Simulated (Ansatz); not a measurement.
# TaH2Br3: a closer look at a trial structure

This session takes a relaxed cell of TaH2Br3 and sets out to see whether it has a gap, which orbitals make up the states near it and how charge is shared.

Program: Ansatz 0.2.0. Level of theory: DFT PBE, scalar-relativistic, plane waves, PAW. These are calculated values, not measurements.

**1. Starting point**

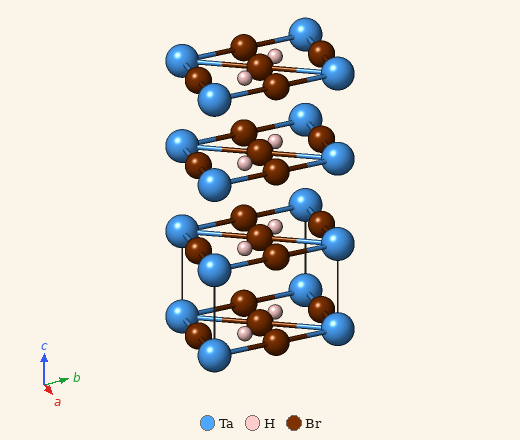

The starting structure, seen slightly off an axis (tantalum blue, hydrogen pink, bromine brown). 1×1×3 cells are drawn. Atoms on the faces are drawn again on the opposite ones.

As a file:

```
Ta H Br
1.0
     6.41141    0.00000    0.00000
    -3.20571    5.55244    0.00000
     0.00000    0.00000    3.43105
Ta H Br
1 2 3
Direct
  0.00000 0.00000 0.00000
  0.66667 0.33333 0.00000
  0.33333 0.66667 0.00000
  0.00000 0.50000 0.00000
  0.50000 0.00000 0.00000
  0.50000 0.50000 0.00000
```

The cell was relaxed beforehand at this level, from a database cell with other species swapped in; it is a trial structure. At a tolerance of 0.05 Å it has space group P6/mmm (No. 191); it has 20.36 Å³/atom, an uncorrected energy of +0.79 eV/atom over the elements.

**2. Static run: bands, density of states and charges**

File input.yaml:

```yaml
crystal:
  lattice:
    - [6.4114101757, 0.0, 0.0]
    - [-3.2057050878, 5.5524440862, 0.0]
    - [0.0, 0.0, 3.4310500706]
  atoms:
    - { symbol: Ta, position: [0.0, 0.0, 0.0], spin: 2.02 }
    - { symbol: H, position: [0.6666666667, 0.3333333333, 0.0] }
    - { symbol: H, position: [0.3333333333, 0.6666666667, 0.0] }
    - { symbol: Br, position: [0.0, 0.5, 0.0] }
    - { symbol: Br, position: [0.5, 0.0, 0.0] }
    - { symbol: Br, position: [0.5, 0.5, 0.0] }
basis:
  ecutwfc: 420
kpoints:
  mp_grid: { grid: [6, 6, 12] }
  band_path:
    path:
      - [[0.0, 0.0, 0.0], [0.5, 0.0, 0.0], [0.33333333, 0.33333333, 0.0], [0.0, 0.0, 0.0], [0.0, 0.0, 0.5], [0.5, 0.0, 0.5], [0.33333333, 0.33333333, 0.5], [0.0, 0.0, 0.5]]
      - [[0.5, 0.0, 0.5], [0.5, 0.0, 0.0]]
      - [[0.33333333, 0.33333333, 0.5], [0.33333333, 0.33333333, 0.0]]
    npoints: 14
hamiltonian:
  xc: pbe
scf:
  occupations: { method: gaussian, width: 0.1 }
  n_extra_bands: 15
output:
  forces: true
  stress: true
  eigenvalues: true
  populations: true
  dos: { projected: true, de: 0.02, nscf_kmesh: { grid: [8, 8, 15] } }
  bader: true
  write_density: true
  write_potential: true
  elf: true
  volumetric_format: npy
magnetization:
  spin_polarized: true
checkpoint:
  read: start.run
  write: ck
  compress: false
  write_wavefunctions: false
  write_every: 100000
```

Command:

```
$ ansatz run input.yaml --threads 1 --pin off --max-ram 2560MiB --backend cpu --events-out ev --progress --plain --runs-dir out
```

Standard output:

```text
Warning: checkpoint.read: spin seed differs: saved f4da802e3a17…, current 118e28d2be24…; the loaded state replaces the seed-built initial guess (but the starting_ns of a DFT+U solve that opens without the state's occupation matrices), so the run may converge into the producing seed's basin, or, where the symmetry group that follows from this deck's starting moments and starting_ns does not hold the saved magnetisation, lose that magnetisation at its first build. Where atoms have moved since the state was saved, this difference can also decide whether moments are moved with them. A self-consistent run of this deck without the state starts from its starting moments and, under a DFT+U term, its starting_ns
Warning: RAYON_NUM_THREADS=1 ignored (pool sized by the plan → 1); use --threads N
scf.n_extra_bands = 15 over 18 filled bands (N_el = 36.0): the run solves 33 bands
Engine: ansatz 0.2.0, aarch64-unknown-linux-gnu
Pseudopotentials: kind: paw
Pseudopotential: Ta, paw, valence charge 13, recommended cutoff 420 eV (normal), Ta.paw.azcp
Pseudopotential: H, paw, valence charge 1, recommended cutoff 420 eV (normal), H.paw.azcp
Pseudopotential: Br, paw, valence charge 7, recommended cutoff 420 eV (normal), Br.paw.azcp
Functional definition: PBE
  parameter kappa = 0.804
  parameter beta = 0.06672455060314922
  exchange = pbe_x(kappa = kappa, mu = beta*pi^2/3)
  correlation = pbe_c(beta = beta)
Crystal: 6 atoms, lattice volume = 122.142 Å³
Basis set: ecut = 420 eV, 2375 PW (Γ), exchange–correlation on 90×90×48 points (8 copies of the dense FFT grid, shifted against one another)
Bands: 33, of which v1, the nominal top of the filled ones, is band 18 counted from 1 (17 counted from 0)
Symmetry: 24 space group operations
Space group: P6/mmm (ITA 191), of the structure as read, at distance tolerance 5.0e-5 Å
Magnetic group: BNS 191.233 (UNI 1463), of the structure as read, at distance tolerance 5.0e-5 Å
k-points: 49 of 432
Non-local potential: Ta, projectors of the file, l = 0: 3, l = 1: 2, l = 2: 2, l = 3: 1
Non-local potential: H, projectors of the file, l = 0: 2, l = 1: 1
Non-local potential: Br, projectors of the file, l = 0: 2, l = 1: 2, l = 2: 2
PAW form: soft (Blöchl's): semilocal exchange-correlation on the pseudo side does not see the compensation charge
PAW one-centre angular grid: Ta, 590 points (default); XC on 64 Gauss nodes
PAW one-centre angular grid: H, 110 points (default); XC on 64 Gauss nodes
PAW one-centre angular grid: Br, 110 points (default); XC on 64 Gauss nodes
Initial density: read from a saved state, or passed on in memory by an earlier SCF of this step, an earlier step, the calling program or the single point that the run made first
Stability of the state it starts from, as read at its close in the collinear treatment: not read negative (Ritz values of 1 − χ₀K, real part plus size of imaginary part, from 0.98 to 1.0, by its mixing steps under the symmetry group of the SCF that read it); its run was given moments
Starting moments: Σ|m| = 2.02 μB on 1 of 6 sites; this step starts from the density that it was given
Initial wavefunctions: pseudopotential atomic-orbital guess
Functional: x = pbe(κ = 0.804, μ = 0.2195149727645171), c = pbe(β = 0.06672455060314922)
iter 1 solved again at ethr=1.44e-7 eV; its pass at ethr=3.10e-3 eV (dr2=5.19e-5 eV) is discarded
SCF iter   1: F=—  HF=-18308.798190 eV  |F-HF|=—  |Δ(HF+E_count)|=         —  Δρ=2.21e-7 (↑1.97e-7 ↓2.21e-7)  dr2=2.22e-10  dr2_m=5.59e-12  M=2.495 μB ∫|m|=2.677 μB  β_m=0.30  ethr=1.44e-7  ⟨swp⟩=4.1  Hψ=27183  notcnv=0
eigensolver tolerance schedule: the retry pair's looser diagonalisation over-reported the residual by 233738.20 of it (diagonalisation noise at an unbounded share of the residual, at the tolerance the schedule requests for it); recorded, not acted on — ethr = c·dr2/N_el stays at c = 1.0e-1
preconditioner: auto → Kerker (q_TF=auto, 2.226 Å⁻¹)  [metal: Δε(μ)=0.028 eV  Ē_g=11.743 eV  σ=0.100 eV  W_gap=0.16  n_scr=26 (ndim 8)  ℏωp=17.8 eV  f_vac=0.002  D(μ)=2.32/eV (n_scr^D=8)]
spin=Collinear: Kerker preconditioning applied to the charge; magnetization (m = ρ↑ − ρ↓) channel mixes plain (no charge-response kernel on spin).
SCF iter   2: F=-18308.798190 eV  HF=-18308.798190 eV  |F-HF|=2.55e-11  |Δ(HF+E_count)|=   3.61e-8  Δρ=6.45e-8 (↑6.45e-8 ↓6.19e-8)  dr2=3.14e-11  dr2_m=2.95e-13  M=2.495 μB ∫|m|=2.677 μB  ethr=1.00e-12  ⟨swp⟩=13.8  Hψ=21909  notcnv=0
SCF 1 converged in 2 iterations: F = -18308.798190 eV  dr2 = 3.14e-11
NSCF: frozen V_eff on 129 k-points
NSCF: frozen V_eff on 80 k-points
SCF converged after 2 iterations
Magnetization: 2.4953 μB (19.2477 up, 16.7523 down)
Absolute magnetization: 2.6744 μB (∫|ρ↑−ρ↓|, with the PAW one-centre terms)
Spin contamination: 0.0455 ħ² per cell (⟨S²⟩ above its minimum at these occupations)
Per-site moments (μB) at R_I (Å): [(1.835679685811434, 1.3223533487335701), (0.004637922900872471, 0.7634610618551295), (0.004637922900872511, 0.7634610618551296), (-0.01118490187174113, 0.7634610618551295), (-0.011184901871741246, 0.7634610618551296), (-0.011184901871741183, 0.76346106185513)]
Free energy (F): -18308.798190 eV
Harris-Foulkes:  -18308.798190 eV  (|F-HF|=2.55e-11)
Internal energy: -18308.786583 eV  (E = F + TS)
E sigma→0 (E₀):  -18308.792386 eV
Entropy (-TS):   -0.011608 eV (-1.935 meV/atom)
Fermi energy:    6.382260 eV
--- Per-component energies (eV) ---
  E_band       = -297.848454
  E_kinetic    = 785.079598
  E_local      = -1651.397639  (includes V_loc(G=0)·N_el)
  E_nonlocal   = 227.785781
  E_hartree    = 509.089164
  E_xc         = -1023.816490
  E_vxc        = -530.397056  (∫ρ·V_xc dr)
  E_paw        = -15136.633348  (= ΣΔE_a)
  E_vpaw       = -147.095926  (= ΣTr[D̂ρ^β])
  E_aug_tail   = -0.001628  (compensation charges beyond the density's cutoff)
  E_ewald      = -2018.892020
  E_smearing   = -0.011608  (= −TS)
  E_closure    = 0.000000  (closes the sum)
  Σ components = -18308.798190   (vs F -18308.798190, Δ=0.00e0)
--- Forces (eV/Å), atoms counted from 1 ---
  atom   1  Ta     0.00000000     0.00000000     0.00000000
  atom   2  H     -0.00000000    -0.00000000     0.00000000
  atom   3  H      0.00000000     0.00000000     0.00000000
  atom   4  Br     0.00000000     0.00000000     0.00000000
  atom   5  Br    -0.00000000    -0.00000000     0.00000000
  atom   6  Br    -0.00000000    -0.00000000     0.00000000
  max |Σ_I F_I| component: 5.78e-19 eV/Å
--- Stress (GPa, compression-positive) ---
        0.012501       0.000000       0.000000
        0.000000       0.012501       0.000000
        0.000000       0.000000      -0.043385
  P = ⅓ Tr σ = -0.0061 GPa (-0.061 kbar)
--- Band table (eV; the first three rows and the last of 98) ---
  k-point 0 ↑: bands = ["-63.1208", "-29.7615", "-29.7615", "-29.4157", "-10.7034", "-9.1124", "-9.1124", "-3.2448", "0.7627", "0.7627", "2.8532", "4.0067", "4.1767", "4.4662", "4.4662", "4.6367", "5.0011", "5.0011", "5.7350", "5.7350", "6.0725", "6.9632", "6.9632", "12.0014", "12.3255", "12.3255", "13.6642", "13.6642", "13.8208", "15.0238", "15.0238", "15.3416", "16.7326"]
  k-point 1 ↑: bands = ["-63.1206", "-29.7608", "-29.7608", "-29.4235", "-10.6791", "-9.0895", "-9.0895", "-3.2223", "0.7970", "0.7970", "2.9170", "3.7966", "4.1981", "4.4836", "4.4836", "4.6945", "4.7774", "4.7774", "5.7566", "5.7566", "6.1014", "6.7992", "6.7992", "12.4310", "12.5056", "12.5056", "13.6055", "13.7625", "13.7625", "14.5079", "15.3559", "15.3559", "17.1874"]
  k-point 2 ↑: bands = ["-63.1199", "-29.7590", "-29.7590", "-29.4446", "-10.6113", "-9.0259", "-9.0259", "-3.1598", "0.8946", "0.8946", "2.7462", "3.6624", "4.2272", "4.2272", "4.2574", "4.5320", "4.5320", "4.8883", "5.8121", "5.8121", "6.1852", "6.3939", "6.3939", "12.5924", "12.9065", "12.9065", "13.4657", "13.9717", "13.9717", "14.2113", "15.8824", "16.2561", "16.2561"]
  k-point 48 ↓: bands = ["-62.3365", "-28.6184", "-28.6184", "-28.5289", "-9.6624", "-9.6624", "-8.7814", "-0.5533", "-0.5533", "1.4856", "1.5697", "1.5697", "2.4054", "2.8364", "2.8364", "3.8159", "7.0137", "7.0137", "8.3309", "8.3309", "8.3657", "9.2217", "10.4498", "10.4498", "11.2751", "11.9091", "11.9091", "13.7851", "13.7851", "14.3808", "14.3808", "15.1406", "15.6528"]
--- Löwdin populations: 6 sites ---
  site symbol       q [e]    m [muB]
     0     Ta     12.5795     2.4993
     1      H      0.9325     0.0069
     2      H      0.9325     0.0069
     3     Br      7.1000    -0.0269
     4     Br      7.1000    -0.0269
     5     Br      7.1000    -0.0269
  spilling = 0.007096 (of n_electrons = 36.000000)
--- Bader charges: 6 sites ---
  site symbol  charge [e]  shift [e]    m [muB]
     0     Ta      0.8047     0.0000     2.3185
     1      H      0.1821     0.0035     0.0039
     2      H      0.1821     0.0035     0.0039
     3     Br     -0.3897     0.0023     0.0564
     4     Br     -0.3897     0.0023     0.0564
     5     Br     -0.3897     0.0023     0.0564
  estimated error of the sums over rays = 2.3e-4 e
```

Wall time 90 s (1 thread of Arm Neoverse V2, shared host); peak memory 0.68 GiB.

start.run is the saved state of the run that this one goes on from.

Per atom:

```tsv
atom	moment in the atom's sphere (μB)	Löwdin electrons	Bader charge (e)	Bader volume (Å³)
Ta1	1.84	12.58	+0.80	30.4
H2	0.00	0.93	+0.18	3.4
H3	0.00	0.93	+0.18	3.4
Br4	-0.01	7.10	-0.39	28.3
Br5	-0.01	7.10	-0.39	28.3
Br6	-0.01	7.10	-0.39	28.3
```

The Löwdin counts miss 0.26 of the 36 electrons, which the atomic orbitals do not span, so they are no charges.

From bands.tsv, the levels nearest the Fermi level at the path's corners, in eV from the Fermi level:

```
point  band 17 up  band 17 dn  band 18 up  band 19 up  band 20 up  band 18 dn  band 21 up  band 19 dn
    Γ       -1.38       -1.38       -1.38       -0.65       -0.65       -1.38       -0.31        0.70
    M       -1.45       -1.41       -0.69        0.69        0.82        0.71        1.13        1.80
    K       -1.40       -1.39        0.24        0.24        0.77        1.51        0.77        1.51
    Γ       -1.38       -1.38       -1.38       -0.65       -0.65       -1.38       -0.31        0.70
    A       -1.61       -1.55       -1.37       -1.37       -0.34        0.11       -0.34        0.11
    L       -1.06        0.41       -0.76       -0.42        1.12        0.77        1.28        1.04
    H       -0.88        0.63       -0.88        0.62        0.62        0.63        1.11        1.95
    A       -1.61       -1.55       -1.37       -1.37       -0.34        0.11       -0.34        0.11
    L       -1.06        0.41       -0.76       -0.42        1.12        0.77        1.28        1.04
    M       -1.45       -1.41       -0.69        0.69        0.82        0.71        1.13        1.80
    H       -0.88        0.63       -0.88        0.62        0.62        0.63        1.11        1.95
    K       -1.40       -1.39        0.24        0.24        0.77        1.51        0.77        1.51
```

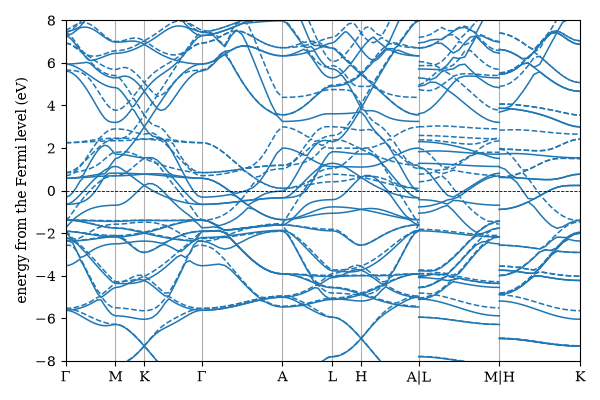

Bands along the path. Spin down is dashed. Deeper bands lie below the window drawn.

Counts of states by energy window (eV from the Fermi level), total and by projection:

```csv
from,to,total,Ta 6s,Ta 5d,H 1s,Br 4p
-8,-7,0.54,0.00,0.00,0.16,0.32
-7,-6,1.14,0.07,0.02,0.22,0.73
-6,-5,2.47,0.19,0.08,0.11,2.00
-5,-4,3.56,0.06,0.21,0.10,3.08
-4,-3,3.63,0.04,0.26,0.09,3.15
-3,-2,3.93,0.13,0.28,0.05,3.41
-2,-1,2.55,0.27,0.53,0.03,1.69
-1,0,2.67,0.24,2.03,0.09,0.21
0,1,3.74,0.22,2.75,0.14,0.40
1,2,3.48,0.22,2.21,0.21,0.45
2,3,2.55,0.18,1.24,0.33,0.50
3,4,0.66,0.10,0.11,0.09,0.10
4,5,1.74,0.09,0.08,0.17,0.14
5,6,2.83,0.05,0.05,0.47,0.35
```

Below -8 eV lie 16 or so more states.

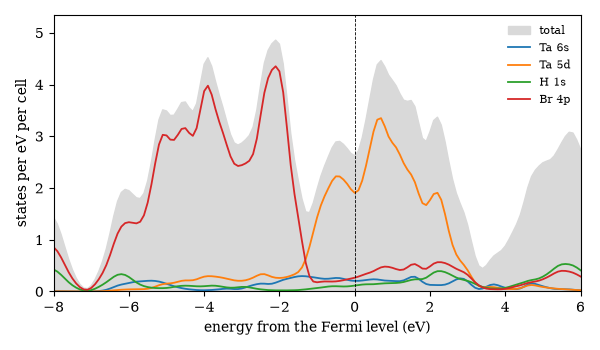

Total and projected density of states, smoothed over about 0.40 eV.

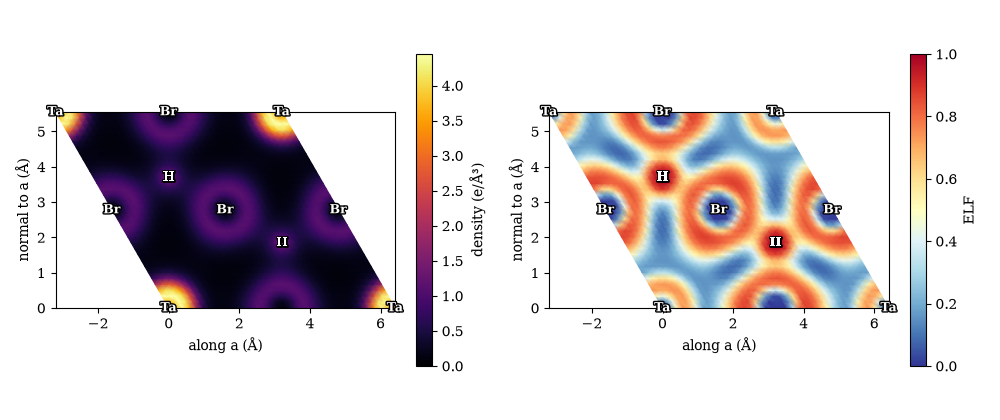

Density (left) and ELF (right) in a lattice plane of the grid's cell (edges 6.41 and 6.41 Å, at 0.000 of the third edge), which holds Ta and H and Br. Only atoms in the plane are labelled. Both are smooth fields of the valence electrons: close to the nuclei they are not physical.

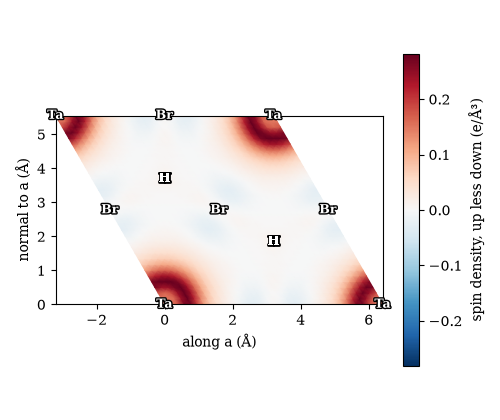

Spin density in a lattice plane of the grid's cell (edges 6.41 and 6.41 Å, at 0.000 of the third edge), which holds Ta and H and Br.

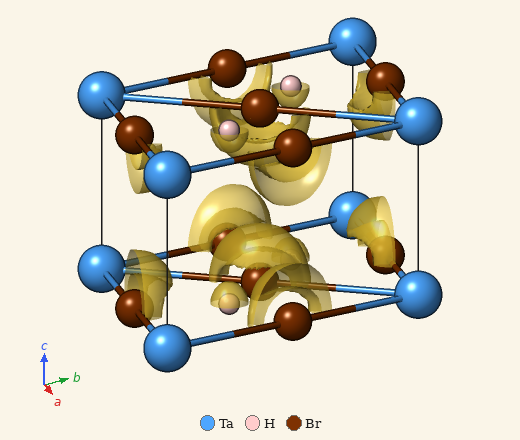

Surface of ELF = 0.85, drawn in one cell.

Maxima of ELF outside the ion cores: 0.97 at H; 0.92 beside Br, off the lines to its neighbours, 0.8 Å from Br; 0.88 in the shell around Br, 0.9 Å from Br.

**3. A further run, with the input changed**

File input.yaml:

```yaml
crystal:
  lattice:
    - [6.4114101757, 0.0, 0.0]
    - [-3.2057050878, 5.5524440862, 0.0]
    - [0.0, 0.0, 3.4310500706]
  atoms:
    - { symbol: Ta, position: [0.0, 0.0, 0.0], spin: 2.02 }
    - { symbol: H, position: [0.6666666667, 0.3333333333, 0.0] }
    - { symbol: H, position: [0.3333333333, 0.6666666667, 0.0] }
    - { symbol: Br, position: [0.0, 0.5, 0.0] }
    - { symbol: Br, position: [0.5, 0.0, 0.0] }
    - { symbol: Br, position: [0.5, 0.5, 0.0] }
basis:
  ecutwfc: 420
kpoints:
  mp_grid: { grid: [6, 6, 12] }
hamiltonian:
  xc: pbe
  hubbard: { sites: [{ species: Ta, l: d, u_eff: 20.0 }] }
scf:
  occupations: { method: gaussian, width: 0.1 }
  max_iter: 50
output:
  forces: true
  eigenvalues: true
  stress: true
magnetization:
  spin_polarized: true
```

Command:

```
$ ansatz run input.yaml --threads 1 --pin off --max-ram 2560MiB --backend cpu --events-out ev --progress --plain --runs-dir out
```

Standard output, cut to the lines that bear on the results:

```text
Warning: RAYON_NUM_THREADS=1 ignored (pool sized by the plan → 1); use --threads N
Ta: projections on atomic orbitals take those of the free atom [Kr 4d10 4f14] 5s2 5p6 5d3 6s2, of charge +0.00 (hamiltonian.pseudopotentials.projection_atoms); the dataset's partial waves leave at most 6.0e-5 of an orbital's norm unspanned inside its sphere
H: projections on atomic orbitals take those of the free atom 1s1, of charge +0.00 (hamiltonian.pseudopotentials.projection_atoms); the dataset's partial waves leave at most 1.2e-11 of an orbital's norm unspanned inside its sphere
Br: projections on atomic orbitals take those of the free atom [Ar 3d10] 4s2 4p5, of charge +0.00 (hamiltonian.pseudopotentials.projection_atoms); the dataset's partial waves leave at most 2.8e-6 of an orbital's norm unspanned inside its sphere
[...]
[... 1 set-up line as earlier in the session ...]
[...]
Free energy (F): -18303.988540 eV
[...]
E sigma→0 (E₀):  -18303.985002 eV
Entropy (-TS):   -0.007075 eV (-1.179 meV/atom)
Fermi energy:    4.954983 eV
[...]
--- Forces (eV/Å), atoms counted from 1 ---
  atom   1  Ta     0.00000000     0.00000000     0.00000000
  atom   2  H      0.03648473     0.02106447     0.00000000
  atom   3  H     -0.03648473    -0.02106447     0.00000000
  atom   4  Br    -0.00000000     0.00000000     0.00000000
  atom   5  Br     0.00000000     0.00000000     0.00000000
  atom   6  Br     0.00000000     0.00000000     0.00000000
[...]
--- Stress (GPa, compression-positive) ---
       11.215138       1.169151       0.000000
        1.169151       9.865119       0.000000
        0.000000       0.000000       7.391171
  P = ⅓ Tr σ = 9.4905 GPa (94.905 kbar)
--- Band table (eV; the first three rows and the last of 182) ---
[... band rows left out ...]
[...]
Occupation matrices written to <dir>
```

Run time: 4.6 min. Hardware: 1 thread of Arm Neoverse V2, shared host; peak memory 1.5 GiB.

**4. A look at that input**

This run ends as converged, with warnings (filled band counts differ across k points, stability check not made). Convergence says nothing about whether the input makes sense.

The suspect setting: hamiltonian.hubbard.sites is [{species: Ta, l: d, u_eff: 20.0}]. The U is far outside the few eV that correlated shells need; it reshapes the shell's occupations.

The way back: delete hamiltonian.hubbard.sites.

```tsv
run	ending	energy change	pressure (GPa)	gap (eV)	abs. moment (μB)	force (eV/Å)	cycles	time
step 2	converged	0	0.0	0.00	2.67	0.00	-	90 s
altered	converged	+801.6 meV/atom (U changed: no physical gain or loss)	9.5	0.00	4.24	0.04	2	4.6 min
```

Changing the Hubbard U moves the energy by +801.6 meV/atom, and the pressure goes from 0.0 to 9.5 GPa, the absolute moment goes from 2.67 to 4.24 μB and the largest force goes from 0.00 to 0.04 eV/Å. The U term adds an energy of its own, so the shift says nothing about which run is better. U shifts the shell's levels, filled ones down and empty ones up and enlarges the moments. Its first SCF ended 3.695 eV higher; the search for a lower state found the one reported.

**5. Results**

| quantity | value |
| --- | --- |
| gap | none (metal) |
| states at the Fermi level | 2.36 per eV per cell |
| Bader charges | Ta +0.80, H +0.18, Br -0.39 e |

**Reading.** It comes out metallic. Of the projected weight within 0.25 eV of the Fermi level, the largest part is Ta 5d (76 %). Charge transfer between the atoms is moderate (Bader charges up to 0.8 e). These runs have no spin-orbit coupling; with Ta it would split and shift bands. Other magnetic orders were not searched.
